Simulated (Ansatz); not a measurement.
## CaSi2: response to strain

Base system: CaSi2 (space group I4_1/amd, No. 141; a cell from a computed database, its experimental status unchecked).

```xyz
6
Lattice="-2.1094 2.1094 6.7340 2.1094 -2.1094 6.7340 2.1094 2.1094 -6.7340" Properties=species:S:1:pos:R:3 pbc="T T T"
Ca     0.0000     2.1094     3.3670
Ca     0.0000     0.0000     0.0000
Si     2.1094     0.0000     4.5112
Si     0.0000     0.0000     7.8782
Si     0.0000     0.0000     5.5898
Si     2.1094     0.0000     2.2228
```

Cartesian axes are those of the cell as printed.

Strains are applied to the cell and any free atomic positions relax; under biaxial strain the out-of-plane vector relaxes too.

The values are results of DFT with PBEsol, PAW potentials and a 420 eV plane-wave cutoff in Ansatz (a program for electronic structure), no SOC, not measurements.

Notes on the quantities. energy relative to the base: free energy F.

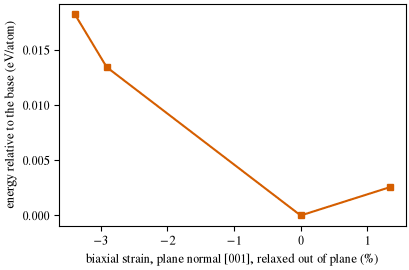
Figure. Energy relative to the base against biaxial strain, plane normal [001], relaxed out of plane

```json
[
 {"biaxial strain, plane normal [001], relaxed out of plane (%)": "-3.39", "energy relative to the base": "+18 meV/atom"},
 {"biaxial strain, plane normal [001], relaxed out of plane (%)": "-2.91", "energy relative to the base": "+13 meV/atom"},
 {"biaxial strain, plane normal [001], relaxed out of plane (%)": "1.34", "energy relative to the base": "+2.6 meV/atom"}
]
```

Without a gap, meshes like the base's 16×16×16 leave anisotropic stresses uncertain by several tenths of a GPa, and small strain energies with them. Whether these cells are dynamically stable was not tested. The final runs are not spin-polarised.
